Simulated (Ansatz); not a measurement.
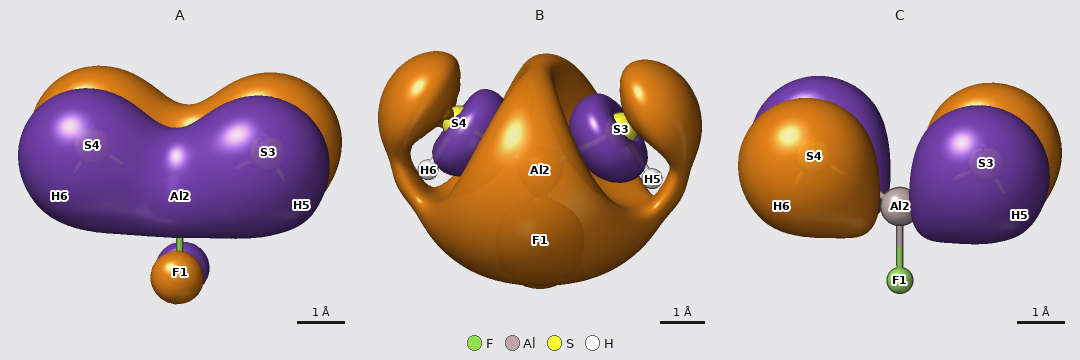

Figure. AlFH$_{2}$S$_{2}$. Three frontier orbitals at ±0.05 Å⁻³ᐟ² (orange and purple are the two phases), in no order.

Theory: Ansatz 0.2.0, RKS PBE0-D4/def2-SVP.

Input

```
crystal:
  periodic: [false, false, false]
  atoms:
    - { symbol: F, position_ang: [-1.0562, -2.0773, 0.2142] }
    - { symbol: Al, position_ang: [-0.2437, -0.4699, 0.4138] }
    - { symbol: S, position_ang: [1.9932, -0.4183, 0.4439] }
    - { symbol: S, position_ang: [-1.3424, 1.4709, 0.613] }
    - { symbol: H, position_ang: [2.0994, -0.2534, -0.9546] }
    - { symbol: H, position_ang: [-1.4082, 1.684, -0.7765] }
basis:
  gaussian: { orbitals: def2-SVP }
hamiltonian:
  xc: pbe0
  dispersion: d4
relax:
  f_tol: 0.02
  max_steps: 50
output:
  orbitals: {}
```

Launched as:

```sh
ansatz run input.yaml --threads 1 --pin off --max-ram 2048MiB --backend cpu --events-out ev --progress --plain --runs-dir out
```

The fields are those of the run's last geometry, not of the input's.

Question: Which picture is the HOMO−1, the HOMO and the LUMO?

Answer: A is the HOMO−1 (−8.27 eV). Its weight (Hirshfeld) is mainly on S4 (about 40 %), S3 (about 40 %) and Al2 (about 15 %); it changes sign across the molecular plane (π type); π-bonding across Al2–S3 and Al2–S4. C is the HOMO (−7.75 eV). It lies mainly on S4 (about 45 %) and S3 (about 45 %); it changes sign across the molecular plane (π type). B is the LUMO (−0.64 eV). Its weight (Hirshfeld) is mainly on Al2 (about 55 %), S3 (about 15 %), S4 (about 15 %) and F1 (about 10 %); it is symmetric in the molecular plane (an in-plane orbital: σ, lone-pair or in-plane π type).

Question: What is the HOMO–LUMO gap?

Answer: 7.11 eV between the orbital energies.
